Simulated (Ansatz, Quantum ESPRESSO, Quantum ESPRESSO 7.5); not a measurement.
# Gate doping of 2H-MoTe2, 1 layer

Wanted: induced charge and band edges of 2H-MoTe2, 1 layer beside a charged plate.

Method: plane-wave DFT, PBE, PseudoDojo fully relativistic norm-conserving pseudopotentials (geometry by Ansatz 0.2.0 with PAW datasets; geometry under PBE), in Quantum ESPRESSO 7.5.

## Step 1: The structure

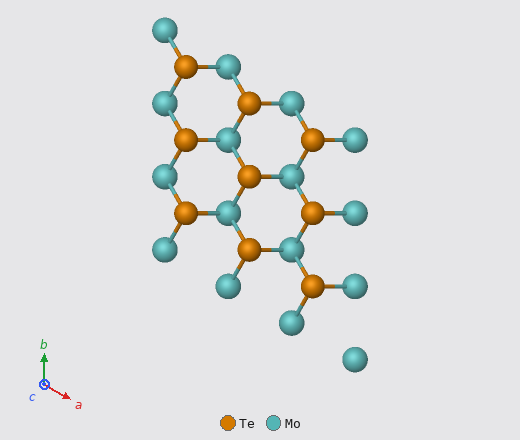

The starting structure, seen from above (tellurium orange, molybdenum teal). 3×3×1 cells are drawn. Bonds to atoms that aren't drawn are left out. Some periodic images of atoms are drawn too.

The cell holds 3 atoms: 2 Te and 1 Mo. Cell: a = 3.550 Å, b = 3.550 Å, c = 25.774 Å, α = 90.0°, β = 90.0°, γ = 120.0°. It derives from MoTe2. Vacuum lies along c.

## Step 2: Geometry from Ansatz

A relaxation in Ansatz fixes the structure of this slab for the runs on it.

Contents of input.yaml:

```yaml
crystal:
  lattice:
    - [3.55, 0.0, 0.0]
    - [-1.775, 3.0743901834, 0.0]
    - [0.0, 0.0, 25.7741026306]
  atoms:
    - { symbol: Te, position: [0.3333333333, 0.6666666667, 0.4267849848] }
    - { symbol: Mo, position: [0.0, 0.0, 0.5] }
    - { symbol: Te, position: [0.3333333333, 0.6666666667, 0.5732150152] }
kpoints:
  mp_grid: { grid: [12, 12, 1] }
hamiltonian:
  xc: pbe
scf:
  occupations: { method: fermi_dirac, width: 0.05 }
  convergence: { dr2_threshold: 1.0e-08 }
efield:
  axis: 3
  dipole_correction: true
  ramp_position: 0.97
  ramp_width: 0.04
relax:
  f_tol: 0.01
  cell: { fix: [c, alpha, beta] }
output:
  write_potential: true
  write_density: true
  volumetric_format: npy
```

The run is started by

```sh
$ ansatz run input.yaml --threads 8 --pin off --max-ram 16384MiB --backend cpu --events-out ev --progress --plain --runs-dir out
```

Numbers of over 12 decimals in the logs are rounded to 6 here.

The log of the run:

```text
Warning: relax.cell: scf.convergence.dr2_threshold = 1e-8 eV is looser than the 3e-10 eV advised for a relaxation that steers and ends on the stress (1e-10 eV for each atom of the cell: 3). What an SCF threshold leaves in a stress goes as its square root, and in the free energy as the threshold itself, and one threshold admits the most on a small cell: [figures from the program's tests cut] Set scf.convergence.dr2_threshold to 3e-10 eV or tighter. The threshold is an SCF's pass mark: one that does not reach it within its budget of iterations ends unconverged, or closes short of it on a stop that the run arms, and scf.convergence.dr2_threshold's page says what that costs each kind of run
Engine: ansatz 0.2.0, aarch64-unknown-linux-gnu
Pseudopotentials: kind: paw
Pseudopotential: Te, paw, valence charge 16, recommended cutoff 420 eV (normal), Te.paw.azcp
Pseudopotential: Mo, paw, valence charge 14, recommended cutoff 420 eV (normal), Mo.paw.azcp
Functional definition: PBE
  parameter kappa = 0.804
  parameter beta = 0.066725
  exchange = pbe_x(kappa = kappa, mu = beta*pi^2/3)
  correlation = pbe_c(beta = beta)
Crystal: 3 atoms, lattice volume = 281.301 Å³
Basis set: ecut = 420 eV, 5409 PW (Γ), exchange–correlation on 48×48×360 points (8 copies of the dense FFT grid, shifted against one another)
Bands: 28, of which v1, the nominal top of the filled ones, is band 23 counted from 1 (22 counted from 0)
Symmetry: 6 space group operations
k-points: 19 of 144 (time reversal used)
Non-local potential: Te, projectors of the file, l = 0: 2, l = 1: 2, l = 2: 2, l = 3: 2
Non-local potential: Mo, projectors of the file, l = 0: 3, l = 1: 2, l = 2: 2, l = 3: 1
PAW form: soft (Blöchl's): semilocal exchange-correlation on the pseudo side does not see the compensation charge
PAW one-centre angular grid: Te, 590 points (default); XC on 64 Gauss nodes
PAW one-centre angular grid: Mo, 590 points (default); XC on 64 Gauss nodes
Initial density: superposition of atomic densities (neutral atoms: chi_scale 0, normalization atom), corrected by the library's trained network
Initial wavefunctions: pseudopotential atomic-orbital guess
Functional: x = pbe(κ = 0.804, μ = 0.219515), c = pbe(β = 0.066725)
SCF iter   1: F=—  HF=-18916.648509 eV  |F-HF|=—  |Δ(HF+E_count)|=         —  Δρ=2.53e-3  dr2=8.38e-3  ethr=1.77e-3  p=-0.000 e·Å  D=-9.78e-7 V/Å  ΔV_dip=0.00 eV  dr2_dipole=7.37e-8  V_vac-E_F(+/−)=4.33/4.33 eV  ⟨swp⟩=9.7  Hψ=2730  notcnv=0
efield: sawtooth ramp at fractional position 0.9700 (set: `efield.ramp_position`, or a place that a band, a saddle search or an elastic batch's reference lends), width 0.0400; the density the first Hamiltonian is built on has a dipole p = -0.000 e·Å; the dipole correction subtracts the counter field D = -9.78e-7 V/Å, which shifts the + side's vacuum level by +0.00 eV against the − side's; the planar-averaged density in the ramp window peaks in size at 1.6e-6 e/Å³
preconditioner: auto → none  [insulator: Δε(μ)=1.089 eV  Ē_g=6.965 eV  σ=0.050 eV  W_gap=1.00  n_scr=16 (ndim 8)  ℏωp=9.4 eV  f_vac=0.699  D(μ)=0.00/eV (n_scr^D=0)  ε∞_Penn≈2.8]
SCF iter   2: F=—  HF=-18916.655201 eV  |F-HF|=—  |Δ(HF+E_count)|=   6.69e-3  Δρ=1.80e-3  dr2=2.23e-2  ethr=1.82e-5  p=-0.000 e·Å  D=-1.55e-4 V/Å  ΔV_dip=0.00 eV  dr2_dipole=3.75e-6  V_vac-E_F(+/−)=4.34/4.34 eV  ⟨swp⟩=3.1  Hψ=1351  notcnv=0  defer=3
SCF iter   3: F=—  HF=-18916.659158 eV  |F-HF|=—  |Δ(HF+E_count)|=   3.96e-3  Δρ=2.22e-3  dr2=5.12e-2  ethr=1.82e-5  p=0.001 e·Å  D=4.32e-4 V/Å  ΔV_dip=-0.01 eV  dr2_dipole=2.75e-5  V_vac-E_F(+/−)=4.14/4.15 eV  ⟨swp⟩=3.7  Hψ=1195  notcnv=0  defer=3  recentre
SCF iter   4: F=—  HF=-18916.654461 eV  |F-HF|=—  |Δ(HF+E_count)|=   4.70e-3  Δρ=7.65e-4  dr2=5.52e-4  ethr=1.82e-5  p=-0.000 e·Å  D=-2.78e-4 V/Å  ΔV_dip=0.01 eV  dr2_dipole=1.13e-5  V_vac-E_F(+/−)=4.26/4.25 eV  ⟨swp⟩=2.1  Hψ=741  notcnv=0  defer=3
SCF iter   5: F=—  HF=-18916.655712 eV  |F-HF|=—  |Δ(HF+E_count)|=   1.25e-3  Δρ=2.86e-4  dr2=3.25e-3  ethr=1.20e-6  p=0.004 e·Å  D=2.37e-3 V/Å  ΔV_dip=-0.06 eV  dr2_dipole=8.41e-4  V_vac-E_F(+/−)=4.19/4.26 eV  ⟨swp⟩=2.7  Hψ=821  notcnv=0  defer=3
SCF iter   6: F=—  HF=-18916.655454 eV  |F-HF|=—  |Δ(HF+E_count)|=   2.58e-4  Δρ=3.40e-5  dr2=3.58e-6  ethr=1.20e-6  p=-0.000 e·Å  D=-4.84e-5 V/Å  ΔV_dip=0.00 eV  dr2_dipole=4.97e-7  V_vac-E_F(+/−)=4.23/4.23 eV  ⟨swp⟩=2.0  Hψ=641  notcnv=0  defer=3
SCF iter   7: F=—  HF=-18916.655486 eV  |F-HF|=—  |Δ(HF+E_count)|=   3.17e-5  Δρ=1.19e-5  dr2=2.47e-7  ethr=7.79e-9  p=0.000 e·Å  D=1.59e-6 V/Å  ΔV_dip=-0.00 eV  dr2_dipole=6.75e-9  V_vac-E_F(+/−)=4.23/4.23 eV  ⟨swp⟩=3.2  Hψ=846  notcnv=0  defer=3
SCF iter   8: F=—  HF=-18916.655486 eV  |F-HF|=—  |Δ(HF+E_count)|=   4.59e-7  Δρ=3.10e-6  dr2=2.55e-8  ethr=5.36e-10  p=-0.000 e·Å  D=-3.11e-6 V/Å  ΔV_dip=0.00 eV  dr2_dipole=2.13e-9  V_vac-E_F(+/−)=4.23/4.23 eV  ⟨swp⟩=2.6  Hψ=1016  notcnv=0  defer=3
SCF iter   9: F=-18916.655486 eV  HF=-18916.655486 eV  |F-HF|=6.66e-9  |Δ(HF+E_count)|=   9.46e-8  Δρ=6.34e-7  dr2=1.53e-9  ethr=2.17e-11  p=-0.000 e·Å  D=-2.33e-6 V/Å  ΔV_dip=0.00 eV  dr2_dipole=7.55e-11  V_vac-E_F(+/−)=4.23/4.23 eV  ⟨swp⟩=9.5  Hψ=3294  notcnv=0
SCF 1 converged in 9 iterations: F = -18916.655486 eV  dr2 = 1.53e-9
  greatest PAW one-centre occupation: 0.998 electrons in one spin orbital (limit 2), on the Mo atom at site 1 (counted from 0), in its partial waves of l = 0
relax step   1: F+E_penalty+E_count = -18916.65548614 eV  Δ(F+E_penalty+E_count) = +0.000e0 eV  max|allowed force component| = 9.220e-1 eV/Å  Δτ_max = 0.0000 Å  P = -1.084 GPa  Ω = 281.301 Å³  fix = [c, alpha, beta]  reactions: c -1.982 GPa  (9 SCF iters, accepted)
Crystal: 3 atoms, lattice volume = 281.934 Å³
Basis set: ecut = 420 eV, 5421 PW (Γ), exchange–correlation on 48×48×360 points (8 copies of the dense FFT grid, shifted against one another)
Initial density: handed on by an earlier stage of this run
Initial wavefunctions: those handed on with the density
iter 1 solved again at ethr=5.75e-4 eV; its pass at ethr=3.10e-3 eV (dr2=2.65e-1 eV) is discarded
SCF iter   1: F=—  HF=-18916.561289 eV  |F-HF|=—  |Δ(HF+E_count)|=         —  Δρ=7.64e-3  dr2=2.66e-1  ethr=5.75e-4  p=-0.000 e·Å  D=-2.25e-6 V/Å  ΔV_dip=0.00 eV  dr2_dipole=5.84e-11  V_vac-E_F(+/−)=4.69/4.69 eV  ⟨swp⟩=1.6  Hψ=3000  notcnv=0
[...]
SCF iter   9: F=—  HF=-18916.727456 eV  |F-HF|=—  |Δ(HF+E_count)|=   2.50e-5  Δρ=2.38e-6  dr2=1.97e-8  ethr=2.35e-10  p=-0.000 e·Å  D=-2.79e-6 V/Å  ΔV_dip=0.00 eV  dr2_dipole=1.41e-10  V_vac-E_F(+/−)=4.30/4.30 eV  ⟨swp⟩=3.0  Hψ=1102  notcnv=0  defer=4
SCF iter  10: F=-18916.727456 eV  HF=-18916.727456 eV  |F-HF|=1.49e-10  |Δ(HF+E_count)|=   2.54e-9  Δρ=6.11e-7  dr2=7.20e-10  ethr=2.17e-11  p=-0.000 e·Å  D=-1.28e-6 V/Å  ΔV_dip=0.00 eV  dr2_dipole=5.82e-11  V_vac-E_F(+/−)=4.30/4.30 eV  ⟨swp⟩=9.1  Hψ=3280  notcnv=0
SCF 3 converged in 10 iterations: F = -18916.727456 eV  dr2 = 7.20e-10
relax step   3: F+E_penalty+E_count = -18916.72745632 eV  Δ(F+E_penalty+E_count) = -7.197e-2 eV  max|allowed force component| = 1.591e-1 eV/Å  Δτ_max = 0.0671 Å  P = -0.192 GPa  Ω = 282.150 Å³  energy of the carried Pulay correction = -4.244e-5 eV  fix = [c, alpha, beta]  reactions: c -0.329 GPa  (10 SCF iters, accepted)
[...]
relax step   4: F+E_penalty+E_count = -18916.72938644 eV  Δ(F+E_penalty+E_count) = -1.930e-3 eV  max|allowed force component| = 1.831e-2 eV/Å  Δτ_max = 0.0134 Å  P = +0.021 GPa  Ω = 282.092 Å³  energy of the carried Pulay correction = -3.953e-5 eV  fix = [c, alpha, beta]  reactions: c +0.037 GPa  (8 SCF iters, accepted)
[...]
relax step   5: F+E_penalty+E_count = -18916.72941194 eV  Δ(F+E_penalty+E_count) = -2.550e-5 eV  max|allowed force component| = 3.205e-4 eV/Å  Δτ_max = 0.0014 Å  P = -0.001 GPa  Ω = 282.086 Å³  energy of the carried Pulay correction = -3.921e-5 eV  fix = [c, alpha, beta]  reactions: c -0.001 GPa  (7 SCF iters, accepted)
Initial wavefunctions: pseudopotential atomic-orbital guess (no wavefunctions were taken with the density)
iter 1 solved again at ethr=3.29e-7 eV; its pass at ethr=3.10e-3 eV (dr2=1.51e-4 eV) is discarded
SCF iter   1: F=—  HF=-18916.728615 eV  |F-HF|=—  |Δ(HF+E_count)|=         —  Δρ=4.13e-5  dr2=1.02e-7  ethr=3.29e-7  p=0.000 e·Å  D=2.12e-6 V/Å  ΔV_dip=-0.00 eV  dr2_dipole=3.66e-13  V_vac-E_F(+/−)=4.33/4.33 eV  ⟨swp⟩=4.0  Hψ=4349  notcnv=0
efield: sawtooth ramp at fractional position 0.9700 (set: `efield.ramp_position`, or a place that a band, a saddle search or an elastic batch's reference lends), width 0.0400; the density the first Hamiltonian is built on has a dipole p = 0.000 e·Å; the dipole correction subtracts the counter field D = 2.12e-6 V/Å, which shifts the + side's vacuum level by -0.00 eV against the − side's; the planar-averaged density in the ramp window peaks in size at 3.2e-6 e/Å³
eigensolver tolerance schedule: the retry pair's looser diagonalisation over-reported the residual by 1482.16 of it (diagonalisation noise at 0.19 of the residual, at the tolerance the schedule requests for it); recorded, not acted on — ethr = c·dr2/N_el stays at c = 1.0e-1
preconditioner: auto → none  [insulator: Δε(μ)=1.078 eV  Ē_g=7.156 eV  σ=0.050 eV  W_gap=1.00  n_scr=16 (ndim 8)  ℏωp=9.4 eV  f_vac=0.704  D(μ)=0.00/eV (n_scr^D=0)  ε∞_Penn≈2.7]
SCF iter   2: F=—  HF=-18916.729167 eV  |F-HF|=—  |Δ(HF+E_count)|=   5.53e-4  Δρ=2.07e-5  dr2=2.97e-8  ethr=2.22e-10  p=0.000 e·Å  D=1.77e-6 V/Å  ΔV_dip=-0.00 eV  dr2_dipole=1.77e-12  V_vac-E_F(+/−)=4.33/4.33 eV  ⟨swp⟩=3.6  Hψ=1369  notcnv=0
SCF iter   3: F=—  HF=-18916.729451 eV  |F-HF|=—  |Δ(HF+E_count)|=   2.83e-4  Δρ=6.72e-6  dr2=5.15e-7  ethr=2.17e-11  p=-0.000 e·Å  D=-4.38e-8 V/Å  ΔV_dip=0.00 eV  dr2_dipole=5.76e-10  V_vac-E_F(+/−)=4.33/4.33 eV  ⟨swp⟩=16.1  Hψ=4044  notcnv=0  recentre
SCF iter   4: F=-18916.729457 eV  HF=-18916.729456 eV  |F-HF|=1.21e-6  |Δ(HF+E_count)|=   4.93e-6  Δρ=4.92e-7  dr2=6.35e-10  ethr=2.17e-11  p=0.000 e·Å  D=2.45e-6 V/Å  ΔV_dip=-0.00 eV  dr2_dipole=4.58e-11  V_vac-E_F(+/−)=4.33/4.33 eV  ⟨swp⟩=8.8  Hψ=3645  notcnv=0
SCF 6 converged in 4 iterations: F = -18916.729457 eV  dr2 = 6.35e-10
relax step   6: F+E_penalty+E_count = -18916.72945693 eV  Δ(F+E_penalty+E_count) = -4.499e-5 eV  max|allowed force component| = 3.295e-4 eV/Å  Δτ_max = 0.0000 Å  P = -0.000 GPa  Ω = 282.086 Å³  fix = [c, alpha, beta]  reactions: c -0.001 GPa  stress off target by 2.65e-4 GPa on what of the cell is left free  SCF on the basis re-selected at this cell (its energy is not comparable with the rows above)  (4 SCF iters)
basis re-selected at this cell: Δ(F+E_penalty+E_count) = -4.499e-5 eV, ΔP = +0.000 GPa vs the last step (what re-selecting the basis moved, of the pressure what is left beyond the Pulay correction that the steps carried, after the strain that the cell walked since its last selection, with what the two solves' SCF thresholds leave and, on support functions, any second-order correction that the steps lacked; it is no m [...]
WARN: The output density's exchange-correlation potential varies sharply where the density is thin. Do not read a vacuum level from v_tot or v_xc, or from such a field of the output density. On a cell that repeats whose density bears no net charge and no dipole along the vacuum's axis use v_es (v_loc + v_h of the components); under efield.dipole_correction with no amplitude use v_es + v_field, which holds any externa [...]
SCF converged after 4 iterations
Free energy (F): -18916.729457 eV
Harris-Foulkes:  -18916.729456 eV  (|F-HF|=1.21e-6)
Internal energy: -18916.729456 eV  (E = F + TS)
E sigma→0 (E₀):  -18916.729456 eV
Entropy (-TS):   -0.000001 eV (-0.000 meV/atom)
Fermi energy:    0.239889 eV
Dipole field:    D = -0.000005 V/Å  (p = -0.000008 e·Å, saw-weighted, corrected)
Work function:   Φ+ = 4.3267 eV   Φ− = 4.3265 eV
Levels:          The Fermi level and band energies are counted from a zero that moves with the ramp; work functions are not
--- Per-component energies (eV) ---
  E_band       = -1150.298123
  E_kinetic    = 802.728802
  E_local      = -49635.871890  (includes V_loc(G=0)·N_el)
  E_nonlocal   = -476.426064
  E_hartree    = 24750.801614
  E_xc         = -431.953635
  E_vxc        = -437.156257  (∫ρ·V_xc dr)
  E_paw        = -12526.919600  (= ΣΔE_a)
  E_vpaw       = -905.179864  (= ΣTr[D̂ρ^β])
  E_aug_tail   = -0.000313  (compensation charges beyond the density's cutoff)
  E_efield     = 0.000000  (sawtooth field / dipole correction)
  E_vefield    = 0.000062  (∫n·V_field dr)
  E_ewald      = 18600.911631
  E_smearing   = -0.000001  (= −TS)
  E_closure    = 0.000000  (closes the sum)
  Σ components = -18916.729457   (vs F -18916.729457, Δ=0.00e0)
--- Forces (eV/Å), atoms counted from 1 ---
  atom   1  Te     0.00000000     0.00000000     0.00032018
  atom   2  Mo     0.00000000     0.00000000     0.00001092
  atom   3  Te     0.00000000     0.00000000    -0.00032869
  max |Σ_I F_I| component: 2.42e-6 eV/Å
--- Stress (GPa, compression-positive) ---
       -0.000265      -0.000000       0.000000
       -0.000000      -0.000265       0.000000
        0.000000       0.000000      -0.000699
  P = ⅓ Tr σ = -0.0004 GPa (-0.004 kbar)
--- Band table (eV; the first three rows and the last of 19) ---
  k-point 0: bands = [... 19 lower, -1.9399, -1.1736, -1.1736, -0.7533, 2.7369, 2.7369, 3.0070, 3.0070, ... 1 higher]
  k-point 1: bands = [... 19 lower, -1.8629, -1.2990, -1.0853, -0.7625, 2.3507, 2.4660, 2.8053, 2.8183, ... 1 higher]
  k-point 2: bands = [... 19 lower, -1.6451, -1.6069, -1.1231, -0.8448, 1.6445, 1.8551, 2.3385, 2.9968, ... 1 higher]
  k-point 18: bands = [... 19 lower, -3.2138, -3.2093, -2.0256, -0.3025, 0.7756, 1.5770, 2.1946, 3.6999, ... 1 higher]
--- Relaxed structure (5 steps of the walk, 4 accepted, 1 SCFs on fresh bases) ---
  F+E_penalty+E_count = -18916.72945693 eV   max|allowed force component| = 3.295e-4 eV/Å   (the final SCF, on the basis selected at the relaxed cell)
  cell:  # Å, volume = 282.0856 Å³
    - [3.554949, 1.8315766192680597e-19, 0]
    - [-1.777475, 3.078676, 0]
    - [0, 0, 25.7741026306]
  atoms:
    - { symbol: Te, position: [0.333333, 0.666667, 0.429853] }
    - { symbol: Mo, position: [0, -2.8783559898885975e-17, 0.500000] }
    - { symbol: Te, position: [0.333333, 0.666667, 0.570147] }
```

Elapsed: 20 s, on 8 threads of Arm Neoverse N1, shared host; peak memory 0.76 GiB.

Relaxation path:

| step | energy less that of the first step (eV) | largest force component (eV/Å) | pressure (GPa) | volume (Å³) |
| --- | --- | --- | --- | --- |
| 1 | 0.0000 | 0.9220 | -1.08 | 281.30 |
| 2 | 0.1355 | 1.8584 | 2.13 | 281.93 |
| 3 | -0.0720 | 0.1591 | -0.19 | 282.15 |
| 4 | -0.0739 | 0.0183 | 0.02 | 282.09 |
| 5 | -0.0739 | 0.0003 | 0.00 | 282.09 |
| 6* | -0.0740 | 0.0003 | 0.00 | 282.09 |

Relaxation steps marked * repeat the geometry before them on a plane-wave basis chosen anew for their cell, so energy and pressure can jump there. Relaxation step 2 was tried and not accepted.

Forces are held to the 6 operations that the run works with; a distortion that breaks them can't arise in this run.

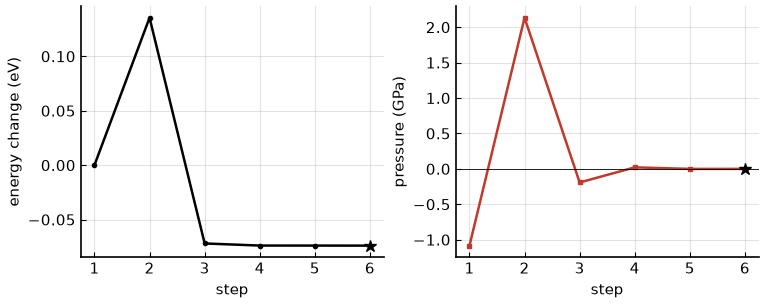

Energy and pressure along the relaxation. Stars mark steps on a basis chosen anew.

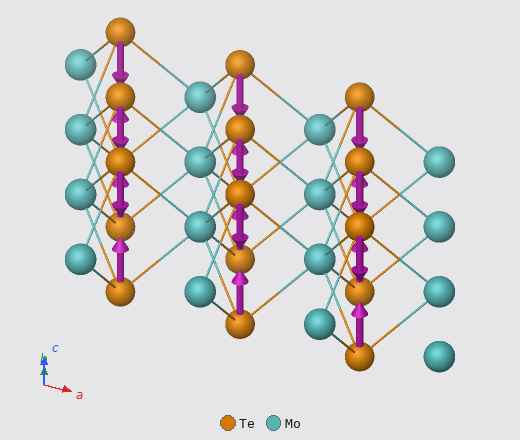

Displacements in the relaxation, exaggerated, measured against the changing cell; the longest in the cell stands for 0.08 Å. Bonds to atoms that aren't drawn are left out. 3×3×1 cells are drawn. Some periodic images of atoms are drawn too.

| cell as run | before | after | change |
| --- | --- | --- | --- |
| a (Å) | 3.550 | 3.555 | +0.1 % |
| b (Å) | 3.550 | 3.555 | +0.1 % |

The atoms that moved most (Å, along periodic axes as changes of fractional coordinates times the final cell, across vacuum about the mean position):

| atom | dx | dy | dz | length |
| --- | --- | --- | --- | --- |
| Te1 | 0.000 | 0.000 | 0.079 | 0.079 |
| Te3 | 0.000 | 0.000 | -0.079 | 0.079 |

The relaxed structure:

```xyz
3
Lattice="3.5549 0.0000 0.0000 -1.7775 3.0787 0.0000 0.0000 0.0000 25.7741" Properties=species:S:1:pos:R:3
Te    0.0000    2.0525   11.0791
Mo    0.0000    0.0000   12.8871
Te    0.0000    2.0525   14.6950
```

This step gave:

| Property | Result |
| --- | --- |
| free energy | -18916.7295 eV |
| Fermi energy | 0.2399 eV |
| gap by band count | 1.078 eV |
| symmetry operations | 6 |
| dipole along the normal | -8.13e-6 e·Å |
| vacuum level at the upper face over a Fermi level inside the gap | 4.327 eV |
| vacuum level at the lower face over a Fermi level inside the gap | 4.327 eV |

(Part 1 of 7 ends here.)

[Logs are printed without paths, hosts, clocks, repeated set-up lines and the standing remarks that a program may print on its own settings, such as how far it seeks lower states.]

[Hosts, paths, dates, database ids (printed as entryN), source tags and the programs' standing remarks are cut or masked in the printed files.]

[Maps of the electrostatic potential energy from Ansatz leave out the sawtooth potential of an applied field or a dipole correction, so their vacuum need not be flat; planar profiles and work functions include it.]
